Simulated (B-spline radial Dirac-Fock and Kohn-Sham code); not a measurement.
# Sc¹⁵⁺: core levels and X-ray properties

What does theory give for scandium as Sc¹⁵⁺? The session works out its X-ray form factor and Compton profile, the binding energy of each subshell, its photoionisation cross sections and the widths and yields of its core holes.

Method: a free atom or ion on a radial basis; each step names its model; computed with B-spline radial Dirac-Fock and Kohn-Sham code, version 2.

**1. What is computed**

The Sc¹⁵⁺ ion, [He] 2s2 2p2.

| Property | Result |
| --- | --- |
| nuclear charge | 21 |
| electrons | 6 |
| mass number | 45 |
| nuclear rms radius | 3.5459 fm |

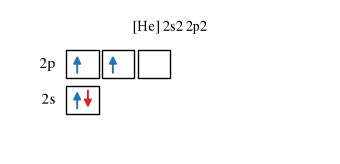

The shells outside the core; arrows follow Hund's rule for the drawing alone (heavy ions are jj-coupled), while the calculation averages over the configuration.

**2. Form factor and Compton profile**

Model: Dirac-Fock average of configuration, finite nucleus; form factor of the spherical density, Waller-Hartree incoherent function, impulse-approximation Compton profiles.

The run's settings:

```ini
task = scatter
Z = 21
charge = 15
configuration = 1s2 2s2 2p2
mass_number = 45
rms_radius = 3.5459  # fm
s = [0.0, 0.09, 0.11, 0.14, 0.17, 0.21, 0.26, 0.33, 0.4, 0.49, 0.61, 0.75, 0.92, 1.14, 1.4, 1.73, 2.13, 2.62, 3.23, 3.98, 4.91, 6.04, 7.44]  # 1/A
pz = [0, 0.1, 0.2, 0.3, 0.4, 0.5, 0.6, 0.8, 1.0, 1.2, 1.4, 1.6, 1.8, 2.0, 2.5, 3.0, 4.0, 5.0, 7.0, 10.0, 15.0, 20.0, 30.0, 40.0, 60.0, 100.0]  # a.u.
photon_energy = [2000, 5000, 10000, 17479.3, 20000, 30000, 50000, 1000000]  # eV
```

Main fields of the result record, rounded:

```text
{
  "status": "converged",
  "form_factor [e]": [6.0, 5.9745, 5.962, 5.9386, 5.9098, 5.8632, 5.7923, 5.6707, 5.5257, 5.3097, 4.9818, 4.5633, 4.0398, 3.3973, 2.7552, 2.1624, 1.7255, 1.4413, 1.2392, 1.0425, 0.81679, 0.58618, 0.38188],
  "incoherent": [-2.3509e-12, 0.037607, 0.056039, 0.090353, 0.13246, 0.20024, 0.30257, 0.47539, 0.6775, 0.97025, 1.3959, 1.9059, 2.4915, 3.1318, 3.6898, 4.1487, 4.4911, 4.7817, 5.075, 5.3704, 5.6321, 5.8174, 5.9243],
  "compton_total [1/a.u.]": [0.52453, 0.52428, 0.52351, 0.52223, 0.52045, 0.51817, 0.51541, 0.50848, 0.49978, 0.48944, 0.47762, 0.46452, 0.45033, 0.43524, 0.39487, 0.35306, 0.27412, 0.20969, 0.12755, 0.070961, 0.031349, 0.014316, 0.0033366, 0.00094679, 0.00012834, 8.6706e-06],
  "shells": ["1s1/2", "2s1/2", "2p1/2", "2p3/2"],
  "occupation": [2.0, 2.0, 0.66667, 1.3333],
  "mean_momentum [a.u.]": [17.717, 6.2286, 8.3675, 8.3065],
  "r2 [bohr^2]": 0.42831,
  "r_inverse [1/bohr]": 60.382,
  "r1 [bohr]": 1.3228,
  "coherent [b]": [23.625, 22.045, 17.708, 11.469, 9.9201, 6.0572, 3.0857, 0.013144],
  "incoherent_cross_section [b]": [0.039502, 0.22933, 0.74136, 1.4672, 1.6462, 2.0966, 2.4665, 1.2621],
  "radial_jk": {
    "2p": {"j0": [1.0, 0.99462, 0.99197, 0.98703, 0.98094, 0.97108, 0.95607, 0.93032, 0.89956, 0.85366, 0.78375, 0.69409, 0.58115, 0.44105, 0.299, 0.16594, 0.068712, 0.01334, -0.0081226, -0.010565, -0.0069649, -0.0035138, -0.0014936], "j2": [0.0, 0.0021511, 0.0032063, 0.0051724, 0.0075879, 0.011483, 0.017378, 0.027376, 0.03913, 0.056264, 0.081357, 0.11154, 0.14575, 0.1806, 0.20348, 0.20535, 0.18079, 0.13685, 0.087932, 0.048386, 0.023033, 0.0098538, 0.0038236], "r2": 0.090484, "r4": 0.015734, "r6": 0.0044802}
  }
}
```

The scattering functions against s = sin θ / λ:

| s (1/Å) | f (e) | f / N | S(s) |
| --- | --- | --- | --- |
| 0 | 6.000 | 1.000 | 0 |
| 0.110 | 5.962 | 0.994 | 0.05604 |
| 0.170 | 5.910 | 0.985 | 0.1325 |
| 0.260 | 5.792 | 0.965 | 0.3026 |
| 0.400 | 5.526 | 0.921 | 0.6775 |
| 0.610 | 4.982 | 0.830 | 1.396 |
| 0.920 | 4.040 | 0.673 | 2.492 |
| 1.40 | 2.755 | 0.459 | 3.690 |
| 2.13 | 1.726 | 0.288 | 4.491 |
| 3.23 | 1.239 | 0.207 | 5.075 |
| 4.91 | 0.8168 | 0.136 | 5.632 |
| 7.44 | 0.3819 | 0.064 | 5.924 |

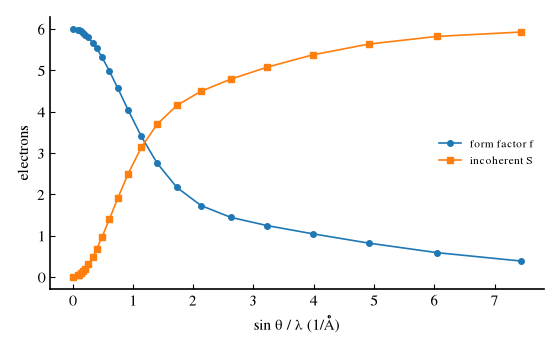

Form factor and incoherent scattering function.

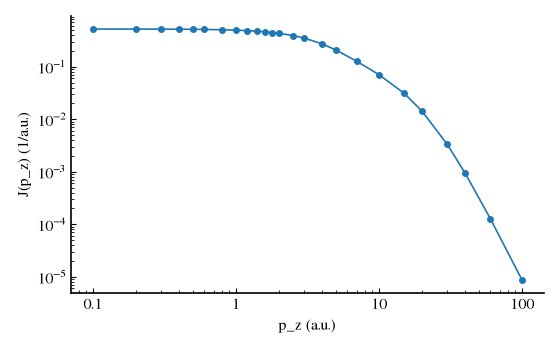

Compton profile, summed over all shells.

**3. Hole states by ΔSCF**

Model: Dirac-Fock average of configuration, Delta-SCF, finite nucleus, first-order Breit with its frequency dependence, self-energy and vacuum polarisation.

Recorded inputs:

```ini
task = binding
```

Main fields of the result record, rounded:

```text
{
  "status": "converged",
  "shells": ["K", "L1", "L2,3"],
  "total_energy_parts [Ha]": [-599.226656, 0.174490475, -0.0089667791, -0.000126250621, 0.162266555, -0.0122087271],
  "koopmans [eV]": [5234.28, 1057.77, 1005.67],
  "dirac_coulomb [eV]": [5224.65, 1056.88, 1004.52],
  "gaunt [eV]": [-3.76371, -0.328509, -0.430571],
  "retardation [eV]": [0.106635, 0.0233005, 0.0832079],
  "breit_frequency [eV]": [0.00139546, -0.000497815, 0.00198222],
  "self_energy [eV]": [-1.88272, -0.204171, 0.0185503],
  "vacuum_polarisation [eV]": [0.143026, 0.0145333, -0.00161068],
  "binding [eV]": [5219.26, 1056.38, 1004.19],
  "mean_radius [bohr]": [0.0725161, 0.315527, 0.274008]
}
```

total_energy_parts: Dirac-Coulomb, Gaunt, retardation, frequency dependence, self-energy, vacuum polarisation. 

Each level as Koopmans' value plus corrections (eV):

| level | -ε | relaxation | Breit | QED | binding |
| --- | --- | --- | --- | --- | --- |
| 1s | 5234.3 | -9.63 | -3.66 | -1.74 | 5219.3 |
| 2s | 1057.8 | -0.90 | -0.31 | -0.19 | 1056.4 |
| 2p | 1005.7 | -1.15 | -0.35 | 0.02 | 1004.2 |

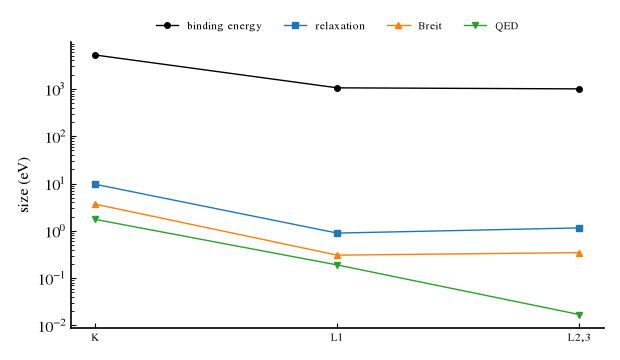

Binding energies and the sizes of their corrections, level by level (signs dropped).

**4. Photoionisation**

Model: independent-particle photoionisation: Dirac-Hartree-Slater potential of the initial state with a Latter tail for bound and continuum orbitals, all multipoles in the length form, thresholds from Dirac-Fock Delta-SCF.

The run's settings:

```ini
task = photo
photon_energy = [33.8, 114.0, 250.0, 300, 400, 477.0, 1486.9, 1570.0, 2020.0, 2984.4, 6000, 12000, 39600.0, 59318.2, 141000.0, 200000]  # eV
```

Main fields of the result record, rounded:

```text
{
  "status": "converged",
  "shells": ["K", "L1", "L2", "L3"],
  "occupation": [2.0, 2.0, 0.667, 1.33],
  "threshold [eV]": [5219.26, 1056.38, 1008.05, 1002.27],
  "sigma [Mb]": [
    ["K", "-", "-", "-", "-", "-", "-", "-", "-", "-", "-", 0.0273, 0.00408, 0.00012, 3.46e-05, 2.31e-06, 7.8e-07],
    ["L1", "-", "-", "-", "-", "-", "-", 0.052, 0.0467, 0.0277, 0.0116, 0.00214, 0.000353, 1.16e-05, 3.41e-06, 2.34e-07, 7.97e-08],
    ["L2", "-", "-", "-", "-", "-", "-", 0.0143, 0.0121, 0.0055, 0.00154, 0.00015, 1.3e-05, 1.5e-07, 3.22e-08, 1.25e-09, 3.56e-10],
    ["L3", "-", "-", "-", "-", "-", "-", 0.0279, 0.0236, 0.0107, 0.00298, 0.000285, 2.44e-05, 2.68e-07, 5.59e-08, 2.02e-09, 5.59e-10]
  ],
  "beta_dipole": [
    ["K", "-", "-", "-", "-", "-", "-", "-", "-", "-", "-", 2.0, 2.0, 2.0, 1.99, 1.95, 1.88],
    ["L1", "-", "-", "-", "-", "-", "-", 2.0, 2.0, 2.0, 2.0, 2.0, 2.0, 2.0, 1.99, 1.94, 1.88],
    ["L2", "-", "-", "-", "-", "-", "-", 1.41, 1.4, 1.3, 1.12, 0.782, 0.487, 0.136, 0.0439, -0.185, -0.314],
    ["L3", "-", "-", "-", "-", "-", "-", 1.42, 1.41, 1.31, 1.13, 0.774, 0.455, 0.0204, -0.121, -0.5, -0.683]
  ]
}
```

Rows start with the subshell; columns follow the photon energies; blanks lie below or just at threshold.

Summed over subshells:

| hν (eV) | total (kb) | K (%) | L (%) |
| --- | --- | --- | --- |
| 1486.9 | 94.2 | - | 100.0 |
| 1570.0 | 82.4 | - | 100.0 |
| 2020.0 | 43.9 | - | 100.0 |
| 2984.4 | 16.1 | - | 100.0 |
| 6000.0 | 29.9 | 91.4 | 8.6 |
| 12000 | 4.47 | 91.3 | 8.7 |
| 39600 | 0.132 | 90.9 | 9.1 |
| 59318 | 0.0381 | 90.8 | 9.2 |
| 141000 | 0.00255 | 90.7 | 9.3 |
| 200000 | 8.61e-04 | 90.6 | 9.4 |

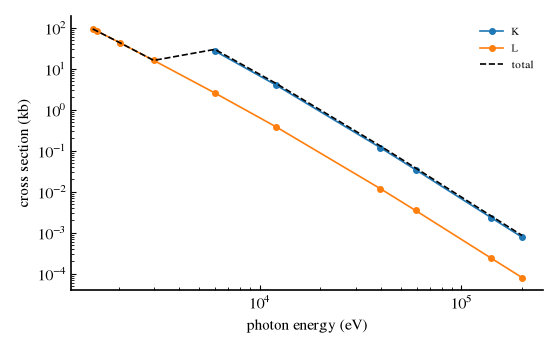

Photoionisation by shell at the energies asked; lines only join the points and miss the jumps at edges.

**5. Decay of the holes**

Model: independent-particle rates: relativistic LDA orbitals of the hole state, multipoles to L = 3 (length form), Coulomb Auger matrix elements with a Latter-tail continuum; energies from Dirac-Fock.

The run's settings:

```ini
task = decay
holes = ["K", "L1"]
```

Main fields of the result record, rounded:

```text
{
  "status": "converged",
  "K": {
    "width_radiative": 0.059317,
    "width_radiative_velocity": 0.06177,
    "width_nonradiative": 0.15627,
    "coster_kronig": {},
    "radiative": [["L3", 4217.0, 0.039398], ["L2", 4211.2, 0.019919], ["L1", 4162.9, 1.9035e-08]],
    "auger": [["L1L1", 3029.5, 0.057594], ["L1L3", 3086.8, 0.04234], ["L1L2", 3080.9, 0.022427], ["L2L3", 3122.6, 0.021068], ["L3L3", 3128.5, 0.011964], ["L2L2", 3116.7, 0.00087854]]
  },
  "L1": {
    "width_radiative": 2.6061e-06,
    "width_radiative_velocity": 2.9908e-06,
    "width_nonradiative": 0,
    "coster_kronig": {},
    "radiative": [["L3", 54.117, 1.9268e-06], ["L2", 48.332, 6.7927e-07]],
    "auger": []
  }
}
```

All in eV. For each hole the six strongest lines (shell, energy, width) and Auger groups (final holes, energy, width) are shown.

How each hole decays (widths in eV):

| hole | radiative | Auger | Coster-Kronig | total | yield | lifetime (fs) |
| --- | --- | --- | --- | --- | --- | --- |
| K (1s) | 0.0593 | 0.156 | 0 | 0.216 | 0.275 | 3.05 |
| L1 (2s) | 2.61e-06 | 0 | 0 | 2.61e-06 | 1.00 | 253000 |

**6. What came out**

```
                                quantity                       value
        rms radius of the electron cloud                  0.267 bohr
                   form factor halves at                     1.3 1/Å
                 Compton profile at zero               0.5245 1/a.u.
            deepest level listed, K (1s)                   5219.3 eV
                  least bound, L2,3 (2p)                   1004.2 eV
ionisation energy, NIST (semi-empirical)                  1008.60 eV
                      total at 1486.9 eV                     94.2 kb
         strongest subshell at 1486.9 eV  L1 (2s), 52.0 kb, β = 2.00
                    K hole: width, yield             0.216 eV, 0.275
                            its lifetime                     3.05 fs
                      its strongest line       Kα1 (K-L3), 4217.0 eV
```

**Reading.** f falls from 6 to half of that at s = 1.3 1/Å. Incoherent scattering outweighs coherent from 1000 keV on, among the energies asked. The K (1s) level lies 9.63 eV under Koopmans' value by relaxation alone; Breit gives -3.66 and QED -1.74 eV. NIST's ionisation energy differs by +4.41 eV from the least binding energy; the calculation averages open shells over their j components and terms. L1 (2s) leads at 1486.9 eV with 55 % of the total, and the K shell holds 91 % at 200000 eV. With a yield of 0.28, electron emission is the main way out for the K hole, in 3.1 fs. The Hartree-Fock and Dirac-Fock values hold no electron correlation.
